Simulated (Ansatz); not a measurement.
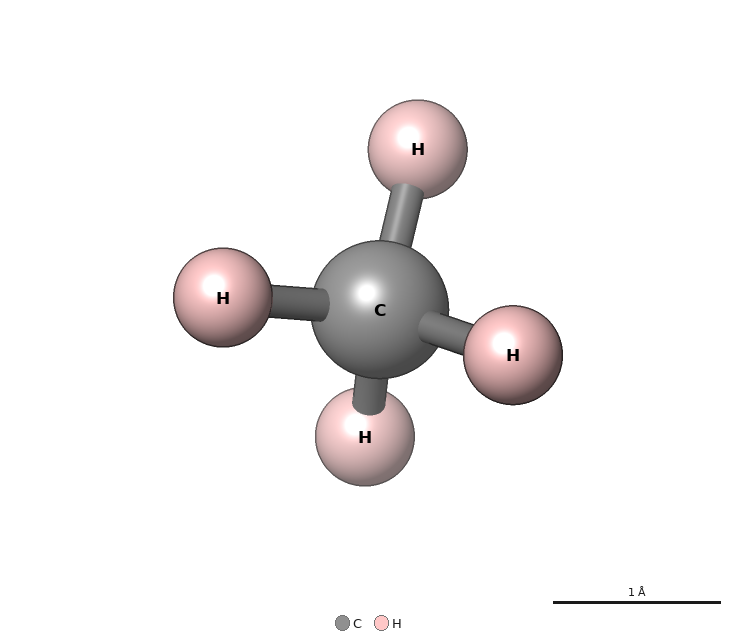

Distant atoms are faded towards the background colour. The geometry was computed by an optimisation with PBE0-D4/def2-TZVP. Masses are those of the most abundant isotopes; constants are for the rigid equilibrium geometry.

### Classify the rotor and give the rotational constants (GHz).

A spherical top (Td): A = B = C = 158 GHz.
